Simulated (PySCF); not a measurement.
C$_{7}$H$_{10}$O (charge +1, doublet)

```yaml
atoms:
  - { symbol: O, position_ang: [-1.6518, -0.8153, -1.4246] }
  - { symbol: C, position_ang: [-1.5579, -0.1086, -0.2809] }
  - { symbol: C, position_ang: [-0.8254, 1.2184, -0.3996] }
  - { symbol: C, position_ang: [0.2193, 0.8504, 0.6913] }
  - { symbol: C, position_ang: [1.6431, 0.6804, 0.1757] }
  - { symbol: C, position_ang: [1.7573, -0.7523, -0.1497] }
  - { symbol: C, position_ang: [0.6439, -1.4435, 0.2035] }
  - { symbol: C, position_ang: [-0.3561, -0.5622, 0.7825] }
  - { symbol: H, position_ang: [-2.2751, -1.5540, -1.3812] }
  - { symbol: H, position_ang: [-2.4815, -0.0747, 0.3032] }
  - { symbol: H, position_ang: [-1.4353, 2.0818, -0.1471] }
  - { symbol: H, position_ang: [-0.3926, 1.3378, -1.3901] }
  - { symbol: H, position_ang: [0.1387, 1.4693, 1.5805] }
  - { symbol: H, position_ang: [1.8914, 1.3209, -0.6760] }
  - { symbol: H, position_ang: [2.3802, 0.9455, 0.9452] }
  - { symbol: H, position_ang: [2.6423, -1.1806, -0.5882] }
  - { symbol: H, position_ang: [0.4860, -2.4970, 0.0500] }
  - { symbol: H, position_ang: [-0.8352, -0.9097, 1.6938] }
```

Geometry: GFN2-xTB.

Computed with UKS B3LYP, pcH-1 on C H O, non-relativistic, mean-field spin-orbit, GIAO (PySCF).

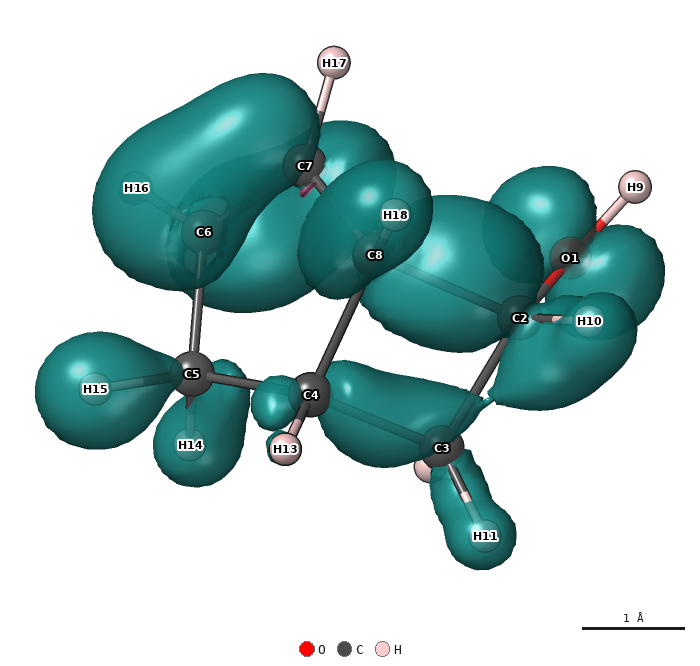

Figure 1. Isosurfaces of the spin density (α minus β) at +0.015 (teal) and −0.015 e/Å³ (pink), seen at a tilt.

> Where is the unpaired spin?

The unpaired spin (1 electron) lies mostly on C6 (about 0.2), C7 (about 0.1), C2 (about 0.1), C8 (about 0.1) and O1 (about 0.1), in electrons by Hirshfeld's partition.

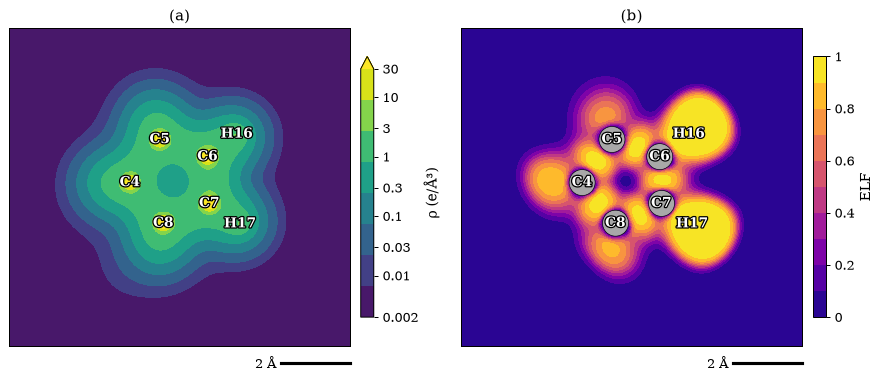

Figure 2. (a) electron density; (b) ELF on the plane of atoms C6, C7 and C8. Grey discs cover the atomic cores in the ELF map.

> Read the bonding off the picture.

The section cuts through C and H sites.
C–C (1.36 Å): ρ at the midpoint is about 2.3 e/Å³; the ELF peaks at about 0.95 between the atoms: localised, covalent bonding.
C–C (1.45 Å): ρ at the midpoint is about 1.9 e/Å³; the ELF peaks at about 0.95 between the atoms; a covalent bond.
C–C (1.52 Å): ρ at the midpoint is about 1.7 e/Å³; the ELF peaks at about 0.95 between the atoms; a covalent bond.
C–H (1.08 Å): ρ at the midpoint is about 2.1 e/Å³; the ELF climbs to about 1 towards the hydrogen, as it does in any bond to H; a covalent bond by its length.
